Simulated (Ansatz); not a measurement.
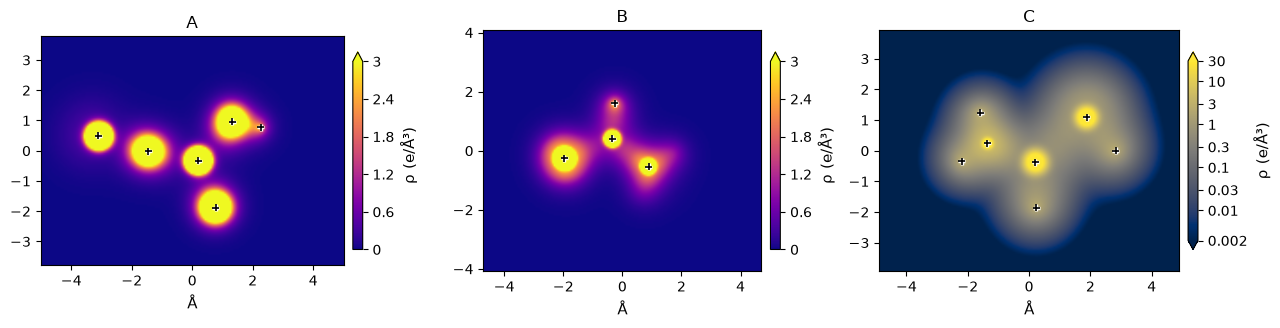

The electron density of 3 systems, each on a plane through atoms (crosses mark nuclei in the plane).

Method: isolated molecule in a Gaussian basis; Kohn-Sham density functional theory, functional PBE0 (Ansatz).

System 1: Al₂FHO₂, the molecular plane. Geometry: B3LYP/6-31G*.

```xyz
6

Al   -0.6205   -0.3482    0.5931
Al   -0.0571    2.9308   -0.1482
F    -2.0895   -0.9494    1.0667
O     0.7029   -1.4137    0.4613
O    -0.4350    1.2986    0.2452
H     0.5792   -2.3496    0.6634
```

System 2: H₄NPSi (SMILES [NH2+]=[SiH][PH]) (charge +1, doublet), the molecular plane. Geometry: BLYP-D3(BJ)/def2-SVP.

```yaml
atoms:
  - { symbol: N, position_ang: [0.8954, -0.0163, 0.1415] }
  - { symbol: P, position_ang: [-1.4354, -2.3327, -0.5540] }
  - { symbol: Si, position_ang: [0.6132, -1.4570, -0.6870] }
  - { symbol: H, position_ang: [0.1858, 0.4781, 0.6989] }
  - { symbol: H, position_ang: [1.8033, 0.4693, 0.1457] }
  - { symbol: H, position_ang: [1.8197, -1.9441, -1.4089] }
  - { symbol: H, position_ang: [-0.9984, -3.4214, -1.4002] }
```

System 3: CH₅BCl₂Si, the plane of atoms C1, B2 and H8. Geometry: PBE0-D3(BJ)/def2-SVP.

```tsv
atom	x (Å)	y (Å)	z (Å)
C	-0.0042	1.6796	0.3198
B	-1.2713	1.3719	-0.5162
Cl	-2.2390	-0.0492	-0.1557
Cl	1.6703	0.9146	-2.3378
Si	1.4458	0.6515	-0.2927
H	0.2940	2.7377	0.2509
H	-0.1165	1.3853	1.3781
H	-1.6290	2.0420	-1.4501
H	2.7077	1.0895	0.3666
H	1.2048	-0.7943	-0.0389
```

Match each panel to its system.

Answer. Panel A is system 1, Al₂FHO₂: the plane holds Al, F, O and H. Al–F (1.66 Å): ρ at the midpoint is about 0.89 e/Å³. Panel B is system 3, CH₅BCl₂Si: the plane holds C, B, Cl and H. C–B (1.55 Å): the density is about 1.5 e/Å³ at the midpoint. Panel C is system 2, H₄NPSi: the plane holds N, P, Si and H. Si–N (1.69 Å): ρ is about 1.2 e/Å³ halfway.
